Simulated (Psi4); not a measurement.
**r2SCAN/aug-cc-pVDZ run of SiN2H4 (Si(NH2)2)**

What is the vertical singlet–triplet gap of SiN2H4 (Si(NH2)2) at r2SCAN/aug-cc-pVDZ? 

Program for the calculation: Psi4 1.11.

4 further runs of the same task are left out: 4 set aside as unsound or not needed.

### 1 Starting point

SiN2H4 has 7 atoms, charge 0, and is taken as a singlet. As SMILES, `N[Si]N`. The shape is that of a GFN2-xTB optimisation. This is one conformer, not always the lowest.

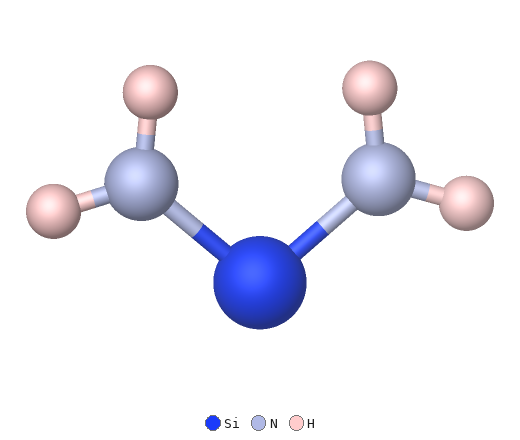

The structure, seen from a chosen angle (silicon blue, nitrogen light blue, hydrogen pink).

### 2 A single-point energy at r2SCAN/aug-cc-pVDZ

The input, h4n2si.dat:

```
memory 1.6 GB

molecule {
  Si
  N 1 1.717341
  H 2 1.004338 1 122.84033
  H 2 1.011598 3 112.14543 1 178.81694
  N 1 1.717235 2 98.7365 3 179.17933
  H 5 1.004701 1 122.86504 2 179.10191
  H 5 1.011827 6 112.02933 1 178.82084
  units angstrom
  symmetry c1
  no_reorient
  no_com
}

set basis aug-cc-pVDZ
set puream true
set e_convergence 1e-09
set d_convergence 1e-08
set scf_type pk
set dft_radial_points 99
set dft_spherical_points 590

e, wfn = energy('r2scan', return_wfn=True)
oeprop(wfn, 'LOWDIN_CHARGES', 'QUADRUPOLE', 'WIBERG_LOWDIN_INDICES')
```

On the command line:

```sh
$ psi4 -n 1 h4n2si.dat h4n2si.out
```

h4n2si.out:

```text
[...]
  Running in c1 symmetry.
[...]
  Nuclear repulsion =  103.309376119874358
[...]
  Multiplicity = 1
[...]
  Nalpha       = 16
  Nbeta        = 16
[...]
    Number of basis functions: 109
[...]
   @RKS iter   1:  -400.70235663992372    5.24677e-02   1.11817e-02 ADIIS/DIIS
[...]
   @RKS iter  12:  -401.35861857324761   -2.04636e-12   1.66081e-09 DIIS
[...]
    Orbital Energies [Eh]
    ---------------------
    Doubly Occupied:
       1A    -65.839467     2A    -14.163462     3A    -14.163400
       4A     -5.201002     5A     -3.545791     6A     -3.543415
       7A     -3.539337     8A     -0.833027     9A     -0.805583
      10A     -0.491222    11A     -0.476028    12A     -0.452321
      13A     -0.379484    14A     -0.281135    15A     -0.230920
      16A     -0.204212
[...]
  @RKS Final Energy:  -401.35861857324761
   => Energetics <=
    Nuclear Repulsion Energy =            103.3093761198743579
    One-Electron Energy =                -757.8050434449465911
    Two-Electron Energy =                 289.2989531765718425
    DFT Exchange-Correlation Energy =     -36.1619044247472488
    Empirical Dispersion Energy =           0.0000000000000000
    VV10 Nonlocal Energy =                  0.0000000000000000
    Total Energy =                       -401.3586185732476110
[...]
 Multipole Moments:
 ------------------------------------------------------------------------------------
     Multipole            Electronic (a.u.)      Nuclear  (a.u.)        Total (a.u.)
 ------------------------------------------------------------------------------------
 L = 1.  Multiply by 2.5417464519 to convert [e a0] to [Debye]
 Dipole X            :          0.0246219           -0.0348102           -0.0101882
 Dipole Y            :         -1.7276678            2.4295003            0.7018325
 Dipole Z            :         -1.4810115            2.0826275            0.6016160
 Magnitude           :                                                    0.9244536
 L = 2.  Multiply by 1.3450342976 to convert [e a0^2] to [Debye ang]
 Quadrupole XX       :        -21.4441719            0.0138426          -21.4303293
 Quadrupole XY       :          1.0334140           -1.0304721            0.0029419
[...]
```

Run time: 37 s. Hardware: 1 thread of Intel Xeon 6975P-C (Granite Rapids), shared host; peak memory 0.64 GiB.

### 3 The triplet, same level

The input, h4n2si.inp:

```
memory 1600 mb

molecule system {
  0 3
  Si     0.009630     0.880650    -0.762080
  N      1.303790     0.016250    -0.035980
  H      2.268610     0.210470    -0.236220
  H      1.196400    -0.748430     0.617520
  N     -1.302450     0.053850    -0.024690
  H     -2.263120     0.292130    -0.197200
  H     -1.212860    -0.704930     0.638650
  symmetry c1
}

set basis aug-cc-pVDZ
set reference uks
set puream true
set e_convergence 1e-09
set d_convergence 1e-08
set scf_type pk
set dft_radial_points 99
set dft_spherical_points 590
set maxiter 200

energy_value, wavefunction = energy('r2scan', return_wfn=True)
oeprop(wavefunction, 'MAYER_INDICES', 'MULLIKEN_CHARGES', 'WIBERG_LOWDIN_INDICES')
```

On the command line:

```sh
$ psi4 -n 1 h4n2si.inp h4n2si.out
```

h4n2si.out, shortened:

```text
[...]
  Running in c1 symmetry.
[...]
  Nuclear repulsion =  103.309387026185647
[...]
  Multiplicity = 3
[...]
  Nalpha       = 17
  Nbeta        = 15
[...]
    Number of basis functions: 109
[...]
   @UKS iter   1:  -400.56762481588436    1.87200e-01   1.12814e-02 ADIIS/DIIS
[...]
   @UKS iter  13:  -401.24377854598714   -1.77920e-11   4.64124e-09 DIIS
[...]
   @S^2 Observed:                2.003420091E+00
[...]
  @UKS Final Energy:  -401.24377854598714
   => Energetics <=
    Nuclear Repulsion Energy =            103.3093870261856466
    One-Electron Energy =                -757.3350207572609634
    Two-Electron Energy =                 288.9731141450242831
    DFT Exchange-Correlation Energy =     -36.1912589599360572
    Empirical Dispersion Energy =           0.0000000000000000
    VV10 Nonlocal Energy =                  0.0000000000000000
    Total Energy =                       -401.2437785459871407
[...]
 Multipole Moments:
 ------------------------------------------------------------------------------------
     Multipole            Electronic (a.u.)      Nuclear  (a.u.)        Total (a.u.)
 ------------------------------------------------------------------------------------
 L = 1.  Multiply by 2.5417464519 to convert [e a0] to [Debye]
 Dipole X            :          0.0225556           -0.0274675           -0.0049119
 Dipole Y            :          2.0064135           -2.4197960           -0.4133825
 Dipole Z            :         -1.7359578            2.0940035            0.3580457
 Magnitude           :                                                    0.5469058
[...]
  Mulliken Charges: (a.u.)
   Center  Symbol    Alpha    Beta     Spin     Total
       1    SI     7.57750  5.71827  1.85924  0.70423
       2     N     3.64481  3.57606  0.06875 -0.22087
       3     H     0.53680  0.55121 -0.01441 -0.08801
       4     H     0.52966  0.51354  0.01612 -0.04320
       5     N     3.64500  3.57645  0.06855 -0.22145
       6     H     0.53659  0.55103 -0.01443 -0.08762
       7     H     0.52963  0.51345  0.01618 -0.04308
   Total alpha = 17.00000, Total beta = 15.00000, Total charge = -0.00000
  Mayer Bond Indices:
[...]
```

Wall time 57 s (1 thread of Intel Xeon 6975P-C (Granite Rapids), shared host); peak memory 0.65 GiB.

### 4 What came out

At r2SCAN/aug-cc-pVDZ:

| quantity | value |
| --- | --- |
| singlet: total energy | -401.35862 Eh |
| singlet: dipole moment | 2.35 D |
| singlet: HOMO energy | -5.56 eV |
| singlet: LUMO energy | -1.10 eV |
| singlet: HOMO–LUMO gap | 4.45 eV |
| triplet: total energy | -401.24378 Eh |
| triplet: dipole moment | 1.39 D |
| triplet: HOMO energy (highest over α and β) | -2.49 eV |
| triplet: ⟨S²⟩ | 2.003 |
| vertical energy of the triplet above the singlet | 3.125 eV |

In words: At this shape the triplet lies 3.12 eV (302 kJ/mol) above the singlet. Mulliken charges (triplet) run from -0.22 on N5 to +0.70 on Si1; in a basis this large or diffuse they mean little.
